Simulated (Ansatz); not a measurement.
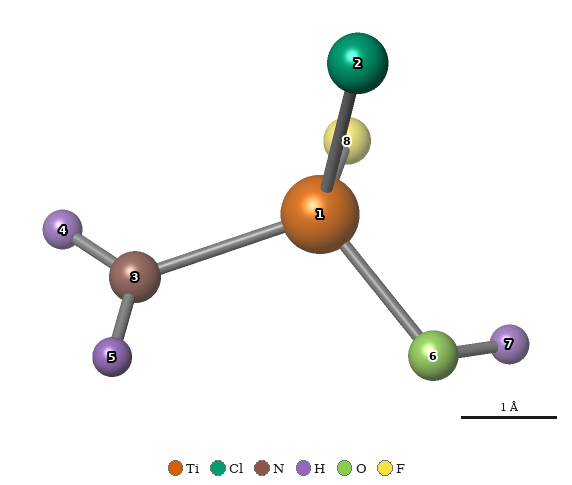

Fig. 1: The starting structure (ball-and-stick view, seen at a tilt; atoms are numbered from 1 in the order of the input). Sticks mark near contacts.

## TiNH3ClOF: geometry relaxation

The run: geometry relaxation of TiNH3ClOF. Method and program: RKS PBE0-D4/def2-SVP (Ansatz 0.2.0).

It belongs to a series of runs on one base structure; here: start relaxed. Figures and captions count atoms from 1; the log counts them from 0 in places.

### Input
```yaml
crystal:
  periodic: [false, false, false]
  atoms:
    - { symbol: Ti, position_ang: [0.0, 0.0, 0.0] }
    - { symbol: Cl, position_ang: [0.0, 0.0, 2.37] }
    - { symbol: "N", position_ang: [1.9426, 0.0, -0.686] }
    - { symbol: H, position_ang: [2.4408, -0.918, -0.8667] }
    - { symbol: H, position_ang: [2.4438, 0.918, -0.8582] }
    - { symbol: O, position_ang: [-0.9043, 1.5667, -0.6394] }
    - { symbol: H, position_ang: [-1.8621, 1.336, -0.8617] }
    - { symbol: F, position_ang: [-0.8619, -1.4933, -0.6094] }
basis:
  gaussian: { orbitals: def2-SVP }
hamiltonian:
  xc: pbe0
  dispersion: d4
relax:
  f_tol: 0.02
  max_steps: 40
output:
  orbitals: {}
```

Launch command:
```bash
ansatz run input.yaml --threads 4 --pin off --max-ram 5120MiB --backend cpu --events-out ev --progress --plain --runs-dir out
```

### What the program printed
```
The last accepted step is kept in [file] (removed where the run ends without a failure and the disk answers)
Engine: ansatz 0.2.0, aarch64-unknown-linux-gnu
Functional definition: PBE0
  parameter a = 0.25
  parameter kappa = 0.804
  parameter beta = 0.06672455060314922
  exchange = (1 - a)*pbe_x(kappa = kappa, mu = beta*pi^2/3) + a*exact_x
  correlation = pbe_c(beta = beta)
1174 factors; integrals over basis functions are off by at most 2.3e-4 eV
mean field evaluation 1: about -41900.9185 eV, gradient 8.7e1 eV
mean field evaluation 2: about -41411.2184 eV, gradient 4.3e2 eV
mean field evaluation 4: about -41913.4370 eV, gradient 4.5e1 eV
mean field evaluation 8: about -41917.7785 eV, gradient 4.6e-1 eV
mean field evaluation 16: about -41917.8177 eV, gradient 1.6e-3 eV
mean field -41917.81773521 eV, -1540.4513888515 hartree, gradient 2.3e-5 eV, S^2 0.000000; 0 other end points of the search recorded, 0 dependent functions left out
the calculation of the forces begins
reference -41917.81781550 eV, -1540.4513918024 hartree; 33, 33 occupied and 73, 73 virtual orbitals, 1174 factors
relax step   1: F+E_penalty+E_count = -41917.96296136 eV  Δ(F+E_penalty+E_count) = +0.000e0 eV  max|allowed force component| = 3.224e0 eV/Å  Δτ_max = 0.0000 Å  (34 SCF iters, accepted)
these checks for a lower state are left out or cut short: starts, cluster_reference, orbital_swaps, neighbouring_geometries, increment
1174 factors; integrals over basis functions are off by at most 3.5e-4 eV
mean field -41918.97255993 eV, -1540.4938278775 hartree, gradient 1.5e-5 eV, S^2 0.000000; 0 other end points of the search recorded, 0 dependent functions left out
the calculation of the forces begins
reference -41918.97264088 eV, -1540.4938308523 hartree; 33, 33 occupied and 73, 73 virtual orbitals, 1174 factors
relax step   2: F+E_penalty+E_count = -41919.13130193 eV  Δ(F+E_penalty+E_count) = -1.168e0 eV  max|allowed force component| = 1.190e0 eV/Å  Δτ_max = 0.1938 Å  (36 SCF iters, accepted)
these checks for a lower state are left out or cut short: starts, cluster_reference, orbital_swaps, neighbouring_geometries, increment
1174 factors; integrals over basis functions are off by at most 3.7e-4 eV
mean field evaluation 32: about -41919.0466 eV, gradient 8.1e-4 eV
mean field -41919.04663825 eV, -1540.4965502054 hartree, gradient 1.3e-5 eV, S^2 0.000000; 0 other end points of the search recorded, 0 dependent functions left out
the calculation of the forces begins
reference -41919.04671939 eV, -1540.4965531872 hartree; 33, 33 occupied and 73, 73 virtual orbitals, 1174 factors
relax step   3: F+E_penalty+E_count = -41919.20761046 eV  Δ(F+E_penalty+E_count) = -7.631e-2 eV  max|allowed force component| = 3.059e-1 eV/Å  Δτ_max = 0.0948 Å  (36 SCF iters, accepted)
these checks for a lower state are left out or cut short: starts, cluster_reference, orbital_swaps, neighbouring_geometries, increment
1174 factors; integrals over basis functions are off by at most 3.7e-4 eV
mean field -41919.06790036 eV, -1540.4973315733 hartree, gradient 1.9e-5 eV, S^2 0.000000; 0 other end points of the search recorded, 0 dependent functions left out
the calculation of the forces begins
reference -41919.06798152 eV, -1540.4973345559 hartree; 33, 33 occupied and 73, 73 virtual orbitals, 1174 factors
relax step   4: F+E_penalty+E_count = -41919.22875426 eV  Δ(F+E_penalty+E_count) = -2.114e-2 eV  max|allowed force component| = 2.311e-1 eV/Å  Δτ_max = 0.0560 Å  (36 SCF iters, accepted)
these checks for a lower state are left out or cut short: starts, cluster_reference, orbital_swaps, neighbouring_geometries, increment
1174 factors; integrals over basis functions are off by at most 3.5e-4 eV
mean field -41919.08905066 eV, -1540.4981088328 hartree, gradient 9.1e-6 eV, S^2 0.000000; 0 other end points of the search recorded, 0 dependent functions left out
the calculation of the forces begins
reference -41919.08913162 eV, -1540.4981118079 hartree; 33, 33 occupied and 73, 73 virtual orbitals, 1174 factors
relax step   5: F+E_penalty+E_count = -41919.24956481 eV  Δ(F+E_penalty+E_count) = -2.081e-2 eV  max|allowed force component| = 5.651e-1 eV/Å  Δτ_max = 0.1111 Å  (36 SCF iters, accepted)
these checks for a lower state are left out or cut short: starts, cluster_reference, orbital_swaps, neighbouring_geometries, increment
1174 factors; integrals over basis functions are off by at most 3.6e-4 eV
mean field -41919.10009551 eV, -1540.4985147235 hartree, gradient 1.3e-5 eV, S^2 0.000000; 0 other end points of the search recorded, 0 dependent functions left out
the calculation of the forces begins
reference -41919.10017638 eV, -1540.4985176953 hartree; 33, 33 occupied and 73, 73 virtual orbitals, 1174 factors
relax step   6: F+E_penalty+E_count = -41919.26111598 eV  Δ(F+E_penalty+E_count) = -1.155e-2 eV  max|allowed force component| = 2.668e-1 eV/Å  Δτ_max = 0.2000 Å  (35 SCF iters, accepted)
these checks for a lower state are left out or cut short: starts, cluster_reference, orbital_swaps, neighbouring_geometries, increment
1174 factors; integrals over basis functions are off by at most 3.3e-4 eV
mean field -41919.10509078 eV, -1540.4986982962 hartree, gradient 2.2e-5 eV, S^2 0.000000; 0 other end points of the search recorded, 0 dependent functions left out
the calculation of the forces begins
reference -41919.10517159 eV, -1540.4987012661 hartree; 33, 33 occupied and 73, 73 virtual orbitals, 1174 factors
relax step   7: F+E_penalty+E_count = -41919.26587522 eV  Δ(F+E_penalty+E_count) = -4.759e-3 eV  max|allowed force component| = 1.648e-1 eV/Å  Δτ_max = 0.1998 Å  (35 SCF iters, accepted)
these checks for a lower state are left out or cut short: starts, cluster_reference, orbital_swaps, neighbouring_geometries, increment
1174 factors; integrals over basis functions are off by at most 3.4e-4 eV
mean field evaluation 64: about -41919.0237 eV, gradient 3.5e0 eV
mean field -41919.10940201 eV, -1540.4988567311 hartree, gradient 2.2e-5 eV, S^2 0.000000; 0 other end points of the search recorded, 0 dependent functions left out
the calculation of the forces begins
reference -41919.10948284 eV, -1540.4988597016 hartree; 33, 33 occupied and 73, 73 virtual orbitals, 1174 factors
relax step   8: F+E_penalty+E_count = -41919.27050692 eV  Δ(F+E_penalty+E_count) = -4.632e-3 eV  max|allowed force component| = 4.757e-2 eV/Å  Δτ_max = 0.0678 Å  (36 SCF iters, accepted)
these checks for a lower state are left out or cut short: starts, cluster_reference, orbital_swaps, neighbouring_geometries, increment
1174 factors; integrals over basis functions are off by at most 3.4e-4 eV
mean field -41919.10975971 eV, -1540.4988698762 hartree, gradient 1.0e-5 eV, S^2 0.000000; 0 other end points of the search recorded, 0 dependent functions left out
the calculation of the forces begins
reference -41919.10984053 eV, -1540.4988728464 hartree; 33, 33 occupied and 73, 73 virtual orbitals, 1174 factors
relax step   9: F+E_penalty+E_count = -41919.27083150 eV  Δ(F+E_penalty+E_count) = -3.246e-4 eV  max|allowed force component| = 2.415e-2 eV/Å  Δτ_max = 0.0189 Å  (37 SCF iters, accepted)
these checks for a lower state are left out or cut short: starts, cluster_reference, orbital_swaps, neighbouring_geometries, increment
1174 factors; integrals over basis functions are off by at most 3.4e-4 eV
mean field -41919.10981237 eV, -1540.4988718113 hartree, gradient 8.4e-6 eV, S^2 0.000000; 0 other end points of the search recorded, 0 dependent functions left out
the calculation of the forces begins
reference -41919.10989320 eV, -1540.4988747817 hartree; 33, 33 occupied and 73, 73 virtual orbitals, 1174 factors
relax step  10: F+E_penalty+E_count = -41919.27084506 eV  Δ(F+E_penalty+E_count) = -1.356e-5 eV  max|allowed force component| = 1.320e-2 eV/Å  Δτ_max = 0.0026 Å  (28 SCF iters, accepted)
1174 factors; integrals over basis functions are off by at most 3.4e-4 eV
mean field evaluation 96: about -41919.1098 eV, gradient 1.0e-1 eV
```

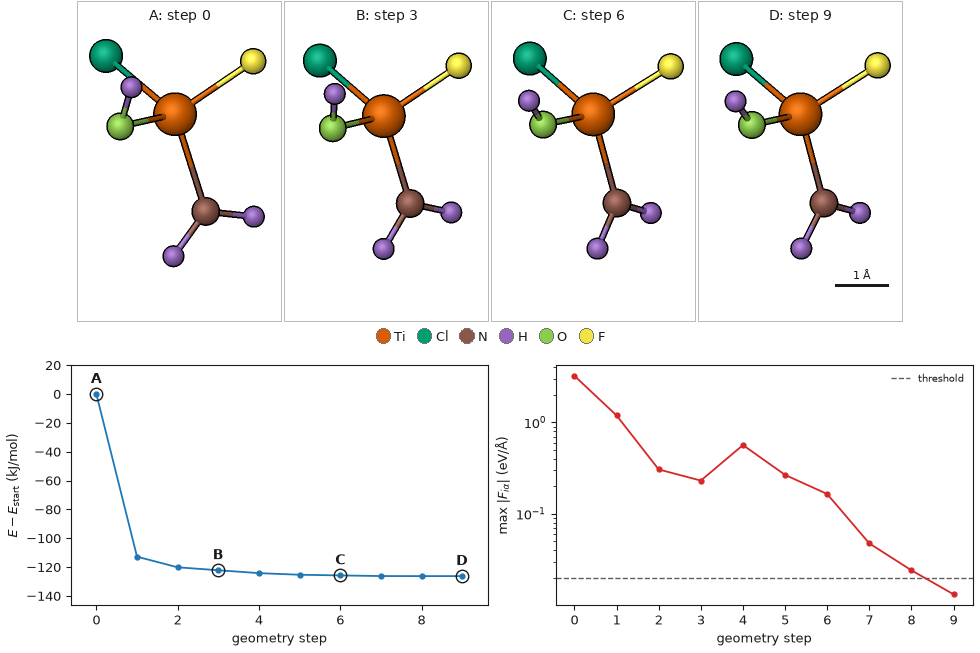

Fig. 2: Frames of the relaxation (ball-and-stick view, seen at an oblique angle) above the curves, on which the letters mark them (the first geometry is step 0 here and step 1 in the log).

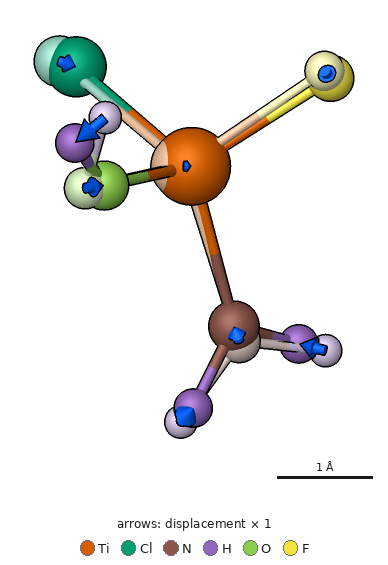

Fig. 3: Start (faint) and end (solid) with the displacements as blue arrows, at true length (ball-and-stick view, seen at an oblique angle). The two geometries are laid on each other by the best rigid fit. The energy falls by 126.2 kJ/mol in 9 geometry steps. The largest force component goes from 3.2 to 0.013 eV/Å. The largest move after the best rigid fit is that of H7, 0.42 Å. Largest moves by element: H 0.42 Å, O 0.25 Å, F 0.22 Å, Cl 0.20 Å, N 0.20 Å, Ti 0.09 Å. Distances before and after: Ti1–N3 2.060 → 1.839 Å, Ti1–O6 1.919 → 1.750 Å, Ti1–Cl2 2.370 → 2.218 Å, Ti1–F8 1.829 → 1.744 Å. Among the angles that change: Ti1–O6–H7 109.5° → 144.1°, H4–N3–H5 120.0° → 111.2°, Ti1–N3–H5 120.0° → 124.7°. (Atoms are counted from 1 in the order of the input.)

```
mean field -41919.10981237 eV, -1540.4988718113 hartree, gradient 8.4e-6 eV, S^2 0.000000; 1 other end points of the search recorded, 0 dependent functions left out
the calculation of the forces begins
reference -41919.10989320 eV, -1540.4988747818 hartree; 33, 33 occupied and 73, 73 virtual orbitals, 1174 factors
Total energy: -41919.27092589 eV, -1540.5047926242 hartree
Atom 0 at     0.022420    -0.077078    -0.032202 Å, force    -0.008068     0.004070     0.013200 eV/Å
Atom 1 at     0.011286    -0.083939     2.185870 Å, force     0.002345     0.005535    -0.011124 eV/Å
Atom 2 at     1.750766     0.018270    -0.653258 Å, force     0.004216    -0.003930     0.002861 eV/Å
Atom 3 at     2.415863    -0.750700    -0.608710 Å, force    -0.001461     0.000751    -0.000401 eV/Å
Atom 4 at     2.179443     0.852117    -1.046691 Å, force    -0.000333     0.004641    -0.001427 eV/Å
Atom 5 at    -0.818308     1.332131    -0.640253 Å, force     0.002664     0.001091     0.001787 eV/Å
Atom 6 at    -1.686536     1.708240    -0.809359 Å, force     0.003605    -0.003181     0.002058 eV/Å
Atom 7 at    -0.676034    -1.589640    -0.546796 Å, force    -0.002968    -0.008977    -0.006955 eV/Å
Dipole moment:     0.140503     0.352388    -0.509123 e Å
```

### Trajectory as extended XYZ (Å, eV, eV/Å), 10 frames, from step=1 to step=10
```
8
Properties=species:S:1:pos:R:3:forces:R:3 step=1 energy=-41917.96296
Ti    0.0000    0.0000    0.0000    0.8174   0.4733  -1.2832
Cl    0.0000    0.0000    2.3700   -0.0352  -0.0161  -1.9668
N     1.9426    0.0000   -0.6860   -2.5961   0.0179   0.8741
H     2.4408   -0.9180   -0.8667   -0.4579   1.8077   0.1897
H     2.4438    0.9180   -0.8582   -0.4724  -1.8020   0.1514
O    -0.9043    1.5667   -0.6394   -0.2161  -3.2238   0.7483
H    -1.8621    1.3360   -0.8617    1.6886   0.5889   0.3374
F    -0.8619   -1.4933   -0.6094    1.2717   2.1542   0.9492
8
Properties=species:S:1:pos:R:3:forces:R:3 step=2 energy=-41919.13130
Ti    0.0666    0.0152   -0.0254   -0.6798   0.1409  -0.7317
Cl    0.0143   -0.0016    2.1767    0.0664   0.0079   0.1176
N     1.8101    0.0114   -0.6584   -0.2310   0.0347   0.0977
H     2.3414   -0.8548   -0.8188   -0.0736   0.5715   0.0471
H     2.3410    0.8756   -0.8275   -0.0752  -0.5513  -0.0105
O    -0.8240    1.4851   -0.6047   -0.1751  -1.1903   0.1417
H    -1.7647    1.3130   -0.8322    0.6978   0.3673   0.1382
F    -0.7858   -1.4344   -0.5611    0.4704   0.6194   0.1999
8
Properties=species:S:1:pos:R:3:forces:R:3 step=3 energy=-41919.20761
Ti    0.0416   -0.0056   -0.0168   -0.0017   0.0359  -0.1539
Cl    0.0379   -0.0128    2.1900   -0.0378  -0.0187   0.1690
N     1.7675    0.0158   -0.6303    0.0843   0.1270  -0.1061
H     2.3310   -0.8204   -0.7658    0.0804   0.0602   0.0078
H     2.2683    0.8670   -0.8877   -0.0067  -0.1714   0.0148
O    -0.7773    1.4487   -0.6168   -0.3059  -0.3029   0.0445
H    -1.7208    1.3627   -0.8282    0.1835   0.2867  -0.0319
F    -0.7491   -1.4459   -0.5958    0.0039  -0.0167   0.0558
8
Properties=species:S:1:pos:R:3:forces:R:3 step=4 energy=-41919.22875
Ti    0.0381   -0.0173   -0.0288    0.0783   0.0667   0.1061
Cl    0.0225   -0.0336    2.1899    0.0009  -0.0080  -0.0066
N     1.7615    0.0159   -0.6555    0.0920  -0.0678  -0.0146
H     2.3636   -0.8027   -0.7238   -0.0024   0.0481   0.0084
H     2.2581    0.8625   -0.9206    0.0261   0.0198  -0.0299
O    -0.7766    1.4384   -0.6124   -0.1990  -0.1963   0.0129
H    -1.7197    1.4136   -0.8235    0.0466   0.2311  -0.0488
F    -0.7486   -1.4674   -0.5766   -0.0425  -0.0937  -0.0277
8
Properties=species:S:1:pos:R:3:forces:R:3 step=5 energy=-41919.24956
Ti    0.0300   -0.0407   -0.0348    0.1344   0.1519   0.1777
Cl    0.0164   -0.0713    2.1902    0.0182  -0.0033  -0.1052
N     1.7565    0.0135   -0.6673    0.2932  -0.2511   0.0215
H     2.4115   -0.7759   -0.6445   -0.2594   0.2458  -0.0033
H     2.2270    0.8536   -0.9981   -0.0491   0.0014   0.0012
O    -0.7835    1.4150   -0.6053   -0.5651  -0.0981  -0.1142
H    -1.7249    1.5245   -0.8278    0.4926   0.0652   0.0838
F    -0.7339   -1.5092   -0.5638   -0.0649  -0.1118  -0.0617
8
Properties=species:S:1:pos:R:3:forces:R:3 step=6 energy=-41919.26112
Ti    0.0206   -0.0859   -0.0158   -0.1971  -0.1023  -0.1200
Cl    0.0359   -0.0781    2.2017   -0.0112   0.0454   0.0072
N     1.7385    0.0223   -0.6546    0.0980   0.0192  -0.0119
H     2.3864   -0.7583   -0.7193    0.0262  -0.0443   0.0343
H     2.1882    0.8921   -0.9325   -0.0414  -0.0303  -0.0343
O    -0.8175    1.3106   -0.6586    0.2668  -0.0969   0.1607
H    -1.6606    1.7101   -0.8656   -0.2534   0.0989  -0.0452
F    -0.6926   -1.6032   -0.5067    0.1121   0.1102   0.0093
8
Properties=species:S:1:pos:R:3:forces:R:3 step=7 energy=-41919.26587
Ti    0.0220   -0.0713   -0.0324    0.1104   0.0820   0.0851
Cl    0.0079   -0.0979    2.1880    0.0018  -0.0266  -0.0661
N     1.7603    0.0113   -0.6417   -0.0683   0.1648  -0.0806
H     2.4460   -0.7362   -0.5510   -0.0380   0.0297  -0.0142
H     2.1557    0.8233   -1.1172   -0.0243  -0.1303   0.1063
O    -0.8196    1.3538   -0.6105    0.0459  -0.0809  -0.0446
H    -1.6951    1.6982   -0.8103    0.0242  -0.0073   0.0064
F    -0.6783   -1.5718   -0.5764   -0.0516  -0.0314   0.0076
8
Properties=species:S:1:pos:R:3:forces:R:3 step=8 energy=-41919.27051
Ti    0.0226   -0.0727   -0.0333   -0.0019   0.0250  -0.0476
Cl    0.0160   -0.0872    2.1813   -0.0051   0.0064   0.0375
N     1.7507    0.0187   -0.6532    0.0097   0.0101   0.0034
H     2.4137   -0.7507   -0.5893    0.0107   0.0035  -0.0110
H     2.1820    0.8455   -1.0587   -0.0011  -0.0071   0.0052
O    -0.8187    1.3368   -0.6435    0.0099  -0.0174   0.0189
H    -1.6936    1.7026   -0.8004   -0.0020   0.0058  -0.0047
F    -0.6739   -1.5836   -0.5544   -0.0201  -0.0263  -0.0018
8
Properties=species:S:1:pos:R:3:forces:R:3 step=9 energy=-41919.27083
Ti    0.0220   -0.0768   -0.0330   -0.0077  -0.0018   0.0241
Cl    0.0136   -0.0845    2.1849   -0.0007   0.0064  -0.0073
N     1.7506    0.0184   -0.6523    0.0143  -0.0034  -0.0074
H     2.4155   -0.7508   -0.6081   -0.0034   0.0015   0.0009
H     2.1798    0.8520   -1.0458   -0.0013   0.0046  -0.0007
O    -0.8190    1.3322   -0.6404   -0.0023   0.0087  -0.0020
H    -1.6871    1.7085   -0.8101    0.0053  -0.0038   0.0024
F    -0.6764   -1.5896   -0.5466   -0.0043  -0.0121  -0.0100
8
Properties=species:S:1:pos:R:3:forces:R:3 step=10 energy=-41919.27084
Ti    0.0224   -0.0771   -0.0322   -0.0081   0.0041   0.0132
Cl    0.0113   -0.0839    2.1859    0.0023   0.0055  -0.0111
N     1.7508    0.0183   -0.6533    0.0042  -0.0039   0.0029
H     2.4159   -0.7507   -0.6087   -0.0015   0.0008  -0.0004
H     2.1794    0.8521   -1.0467   -0.0003   0.0046  -0.0014
O    -0.8183    1.3321   -0.6403    0.0027   0.0011   0.0018
H    -1.6865    1.7082   -0.8094    0.0036  -0.0032   0.0021
F    -0.6760   -1.5896   -0.5468   -0.0030  -0.0090  -0.0070
```

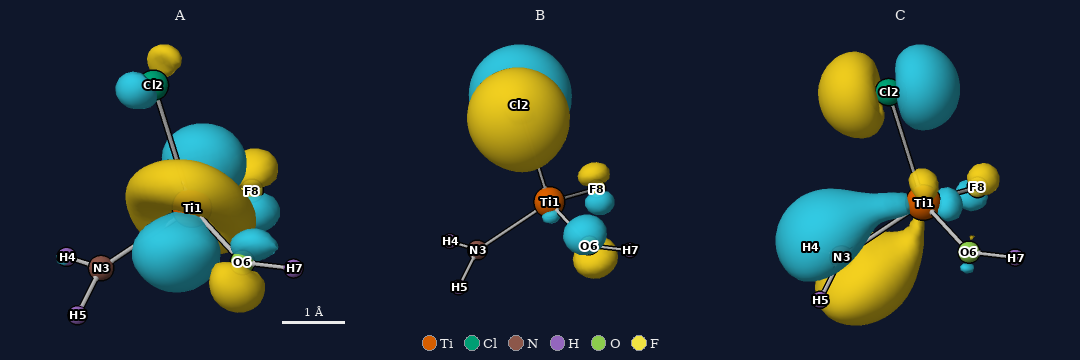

Fig. 4: Three frontier orbitals at ±0.15 Å⁻³ᐟ² (yellow and cyan are the two phases). B is the HOMO−1 (−8.60 eV). C is the HOMO (−7.86 eV). A is the LUMO (−1.95 eV). Its weight (Hirshfeld) is mainly on Ti1 (75 %). The HOMO–LUMO gap is 5.91 eV between the orbital energies.

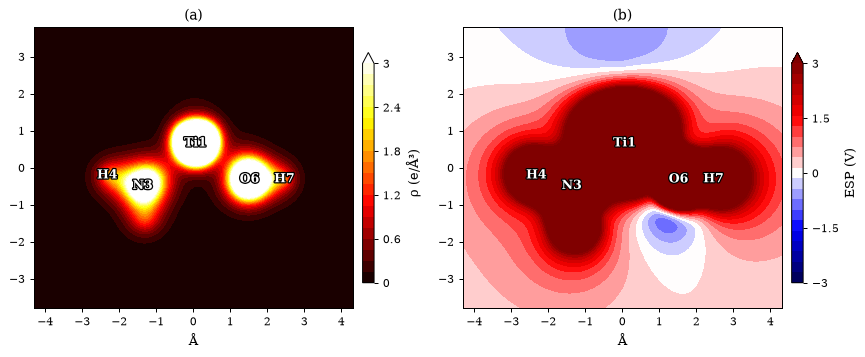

Fig. 5: (a) electron density; (b) molecular electrostatic potential on the plane of atoms N3, Ti1 and O6. The section cuts through Ti, N, H and O sites. Ti–O (1.75 Å): ρ is about 1.1 e/Å³ halfway. Ti–N (1.84 Å): ρ at the midpoint is about 1.1 e/Å³. N–H (1.02 Å): ρ is about 2.7 e/Å³ halfway, with its minimum of 2.2 e/Å³ about 0.8 Å from N.

### Summary

```tsv
quantity	value
outcome	converged
total energy	−41919.2709 eV
mean-field energy	−41919.1099 eV
largest force (length of the vector) at the end	0.016 eV/Å
hardware	4 threads of Arm Neoverse V2, 24 GiB of memory available, shared host
wall time	24 s (CPU time 88 s)
peak memory	0.23 GiB
```
